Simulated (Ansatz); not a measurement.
# Hypothetical fluorite TeO2 under a change: 1 layer

Consider TeO2 in the fluorite structure (space group Fm-3m, No. 225; a = 5.3234 Å; a hypothetical phase, not in the database extracts checked). Axes: x, y, z lie along the cube axes.

One thing is altered: a free-standing slab of 1 layer (3 atoms, 3 a layer) is cut normal to [111], with 15 Å of vacuum and the in-plane cell held at bulk.

The values are results of Ansatz (a program for electronic structure) PBEsol, without spin-orbit coupling, earlier PAW set, not measurements. k-mesh 10×10×1 (Γ-centred); smearing 0.05 eV (Fermi–Dirac), for the changed cell.

| quantity | base | changed | shift |
|---|---|---|---|
| shortest interatomic distance | 2.305 Å | 2.286 Å | -0.019 Å |
| band gap | 0.73 eV | 0.71 eV | -0.02 eV |
| gap character | – | direct at M | – |
| change of the spacing d12 from its bulk value of 0.768 Å | – | -7.8 % | – |

Final structure:

```
CELL_PARAMETERS angstrom
      3.76418     0.00000     0.00000
      1.88209     3.25988     0.00000
      0.00000     0.00000    16.53672
ATOMIC_POSITIONS crystal
  O  0.66667 0.16667 0.45715
  Te 0.33333 0.83333 0.50000
  O  0.00000 0.50000 0.54285
```

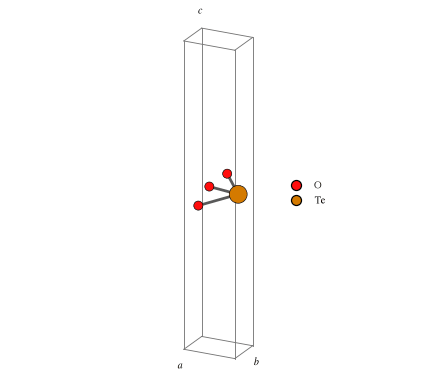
The relaxed cell after the change

With Te present, leaving out spin-orbit coupling can change the band edges. Whether these cells are dynamically stable was not tested. k-point labels follow each cell's own Brillouin zone.
